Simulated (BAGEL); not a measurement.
# AlSbH3F (SMILES [F][AlH][SbH2]), step by step

Aim: the energy (HF/ANO-RCC-VDZP), then the energy (NEVPT2(2,2)/ANO-RCC-VDZP) of AlSbH3F. 

The calculation is run with BAGEL 1.2.2.

1 further run of the same task is left out (set aside as unsound or not needed).

## 1. The system as given

The species is AlSbH3F (6 atoms), meant as a singlet with charge 0. As SMILES, `[F][AlH][SbH2]`. The coordinates come from a PBE0-D4/def2-TZVP relaxation. This is one conformer, not always the lowest.

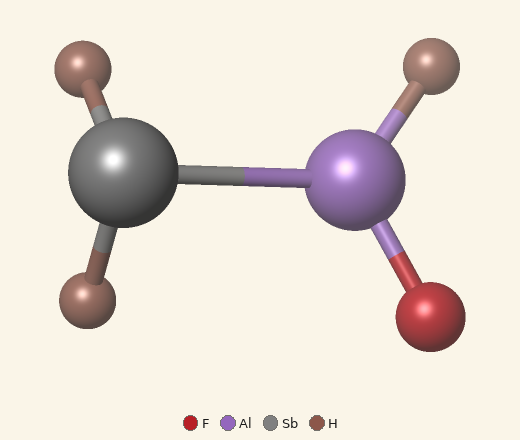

Viewed from a chosen angle; fluorine red, aluminium purple, antimony grey, hydrogen brown.

## 2. A single-point energy at HF/ANO-RCC-VDZP (DKH2, density fitting with AutoAux) (run 1)

Input file input.json:

```json
{ "bagel": [

{
  "title": "molecule",
  "basis": "ano-rcc-vdzp.json",
  "df_basis": "ano-rcc-vdzp-autoaux.json",
  "dkh": true,
  "geometry": [
    { "atom": "F", "xyz": [ -2.10630386, -3.08476814,  2.38534837 ] },
    { "atom": "Al", "xyz": [ -0.63515207, -1.96397157, -0.13195580 ] },
    { "atom": "Sb", "xyz": [  2.41864535,  1.89673890,  0.63262739 ] },
    { "atom": "H", "xyz": [ -1.12402422, -3.40280905, -2.70557380 ] },
    { "atom": "H", "xyz": [  1.59133837,  3.00844399, -2.28637964 ] },
    { "atom": "H", "xyz": [ -0.06502170,  3.42590528,  2.01836356 ] }
  ]
},
{
  "title": "hf"
},
{
  "title": "print",
  "file": "orbitals.molden",
  "orbitals": true
}

]}
```

The basis set ANO-RCC-VDZP is read from a file made from the Basis Set Exchange's data (not shown).

Run with:

```sh
$ BAGEL_NUM_THREADS=1 BAGEL input.json > input.out
```

The program printed:

```text
* using 1 threads per process

  ===============================================================
  ===============================================================

  *** Geometry ***

  { "atom" : "F", "xyz" : [     -2.106304,     -3.084768,      2.385348 ] },
  { "atom" : "Al", "xyz" : [     -0.635152,     -1.963972,     -0.131956 ] },
  { "atom" : "Sb", "xyz" : [      2.418645,      1.896739,      0.632627 ] },
  { "atom" : "H", "xyz" : [     -1.124024,     -3.402809,     -2.705574 ] },
  { "atom" : "H", "xyz" : [      1.591338,      3.008444,     -2.286380 ] },
  { "atom" : "H", "xyz" : [     -0.065022,      3.425905,      2.018364 ] },

  Number of auxiliary basis functions:      995

  Since a DF basis is specified, we compute 2- and 3-index integrals:
    o Being stored without compression. Storage requirement is 0.064 GB

  Number of basis functions:       90
  Number of electrons      :       76

    * METHOD: MOLECULE                             2.03

  *** RHF ***

  === Nuclear Repulsion ===
   288.5977725538

      * DIIS with orbital gradients will be used.

  === RHF iteration (ano-rcc-vdzp.json) ===
      0      -6819.99607619          0.01855921           0.47
      1      -6820.10621761          0.01443210           0.45
      2      -6820.21016277          0.00124279           0.46
      3      -6820.21162082          0.00044078           0.45
      4      -6820.21180433          0.00009473           0.46
      5      -6820.21182103          0.00002646           0.47
      6      -6820.21182221          0.00001198           0.46
      7      -6820.21182245          0.00000365           0.46
      8      -6820.21182247          0.00000152           0.46
      9      -6820.21182248          0.00000051           0.46
     10      -6820.21182247          0.00000018           0.46
     11      -6820.21182248          0.00000009           0.46
     12      -6820.21182247          0.00000003           0.46
     13      -6820.21182248          0.00000002           0.46
     14      -6820.21182247          0.00000001           0.46
    * SCF iteration converged.

    * Permanent dipole moment:
           (   -0.408470,    -0.259032,     0.557601) a.u.

    * METHOD: HF                                   8.67

    * METHOD: PRINT                                0.02

  ===============================================================
```

Run time: 11 s. Hardware: 1 thread of Arm Neoverse V1, shared host; peak memory 0.26 GiB.

## 3. A single-point energy at NEVPT2(2,2)/ANO-RCC-VDZP (DKH2, density fitting with AutoAux) (run 2)

Input file input.json:

```json
{ "bagel" : [

{
  "title" : "molecule",
  "basis" : "ano-rcc-vdzp.json",
  "df_basis" : "ano-rcc-vdzp-autoaux.json",
  "angstrom" : "false",
  "dkh" : "true",
  "geometry" : [
    { "atom" : "F", "xyz" : [ -2.10630386, -3.08476814,  2.38534837 ] },
    { "atom" : "Al", "xyz" : [ -0.63515207, -1.96397157, -0.13195580 ] },
    { "atom" : "Sb", "xyz" : [  2.41864535,  1.89673890,  0.63262739 ] },
    { "atom" : "H", "xyz" : [ -1.12402422, -3.40280905, -2.70557380 ] },
    { "atom" : "H", "xyz" : [  1.59133837,  3.00844399, -2.28637964 ] },
    { "atom" : "H", "xyz" : [ -0.06502170,  3.42590528,  2.01836356 ] }
  ]
},
{
  "title" : "hf"
},
{
  "title" : "nevpt2",
  "nstate" : 1,
  "nact" : 2,
  "nclosed" : 37,
  "active" : [31, 41],
  "maxiter" : 200,
  "natocc" : "true",
  "ncore" : 24
},
{
  "title" : "print",
  "file" : "orbitals.molden",
  "orbitals" : "true"
}

]}
```

The basis set ANO-RCC-VDZP is read from a file made from the Basis Set Exchange's data (not shown).

Run with:

```sh
$ BAGEL_NUM_THREADS=1 BAGEL input.json > input.out
```

The program printed:

```text
* using 1 threads per process

  ===============================================================
  ===============================================================

  *** Geometry ***

  { "atom" : "F", "xyz" : [     -2.106304,     -3.084768,      2.385348 ] },
  { "atom" : "Al", "xyz" : [     -0.635152,     -1.963972,     -0.131956 ] },
  { "atom" : "Sb", "xyz" : [      2.418645,      1.896739,      0.632627 ] },
  { "atom" : "H", "xyz" : [     -1.124024,     -3.402809,     -2.705574 ] },
  { "atom" : "H", "xyz" : [      1.591338,      3.008444,     -2.286380 ] },
  { "atom" : "H", "xyz" : [     -0.065022,      3.425905,      2.018364 ] },

  Number of auxiliary basis functions:      995

  Since a DF basis is specified, we compute 2- and 3-index integrals:
    o Being stored without compression. Storage requirement is 0.064 GB

  Number of basis functions:       90
  Number of electrons      :       76

    * METHOD: MOLECULE                             2.00

  *** RHF ***

  === Nuclear Repulsion ===
   288.5977725538

      * DIIS with orbital gradients will be used.

  === RHF iteration (ano-rcc-vdzp.json) ===
      0      -6819.99607619          0.01855921           0.47
      1      -6820.10621761          0.01443210           0.46
      2      -6820.21016277          0.00124279           0.46
      3      -6820.21162082          0.00044078           0.46
      4      -6820.21180433          0.00009473           0.46
      5      -6820.21182103          0.00002646           0.46
      6      -6820.21182221          0.00001198           0.46
      7      -6820.21182245          0.00000365           0.46
      8      -6820.21182247          0.00000152           0.46
      9      -6820.21182248          0.00000051           0.46
     10      -6820.21182247          0.00000018           0.46
     11      -6820.21182248          0.00000009           0.46
     12      -6820.21182247          0.00000003           0.46
     13      -6820.21182248          0.00000002           0.46
     14      -6820.21182247          0.00000001           0.43
    * SCF iteration converged.

    * Permanent dipole moment:
           (   -0.408470,    -0.259032,     0.557601) a.u.

    * METHOD: HF                                   8.65

    * freezing 24 orbitals
  ---------------------------
      CASSCF calculation
  ---------------------------

    ==== Active orbitals : =====
         Orbital 31
         Orbital 41
    ============================

    * nstate   :      1
    * nclosed  :     37
    * nact     :      2
    * nvirt    :     51
  === CASSCF iteration (ano-rcc-vdzp.json) ===

    * Using the second-order algorithm

      0  0     -6820.21219452     4.96e-05      0.15

      1  0     -6820.21291535     8.17e-05      2.18

      2  0     -6820.21475158     1.51e-04      1.87

      3  0     -6820.21616986     1.29e-04      2.15

      4  0     -6820.21795401     3.39e-04      2.05

      5  0     -6820.22543249     9.17e-04      2.07

      6  0     -6820.22821977     2.77e-04      2.08

      7  0     -6820.22841992     2.64e-05      2.08

      8  0     -6820.22842468     1.20e-05      2.03

      9  0     -6820.22842489     4.20e-06      2.04

     10  0     -6820.22842491     1.32e-06      2.04

     11  0     -6820.22842491     3.95e-07      1.97

     12  0     -6820.22842491     1.16e-07      2.00

     13  0     -6820.22842491     3.35e-08      1.91

     14  0     -6820.22842491     9.67e-09      1.82

    * Second-order optimization converged. *

     guess   0:   closed 1.                   open ..

  === FCI iteration ===

      0  0     -6820.21143224     6.61e-02      0.00
      1  0     -6820.22841753     1.09e-03      0.00
      2  0 *   -6820.22842491     1.13e-15      0.00

     * ci vector, state   0, <S^2> = 0.0000
       2.     0.9918355304
       .2    -0.1275236477

  === DF-NEVPT2 calculation ===

    * 3-index integral transformation done
    * assembly done

      NEVPT2 correlation energy:   -0.8772641324      0.20

          (+0)     -0.6320346462
          (+0)'    -0.1866488581
          (+1)     -0.0119013760
          (+1)'    -0.0081898133
          (+2)     -0.0004933525
          (-1)     -0.0299719696
          (-1)'    -0.0010607572
          (-2)     -0.0069633595

      NEVPT2 total energy:       -6821.1056890407

    * METHOD: NEVPT2                              31.23

    * METHOD: PRINT                                0.02

  ===============================================================
```

It took 42 s on 1 thread of Arm Neoverse V1, shared host; peak memory 0.29 GiB.

## 4. Results

```
                                     quantity           value
         run 1, HF/ANO-RCC-VDZP: total energy  -6820.21182 Eh
        run 1, HF/ANO-RCC-VDZP: dipole moment          1.88 D
          run 1, HF/ANO-RCC-VDZP: HOMO energy        -9.46 eV
          run 1, HF/ANO-RCC-VDZP: LUMO energy         1.42 eV
        run 1, HF/ANO-RCC-VDZP: HOMO–LUMO gap        10.88 eV
run 2, NEVPT2(2,2)/ANO-RCC-VDZP: total energy  -6821.10569 Eh
```
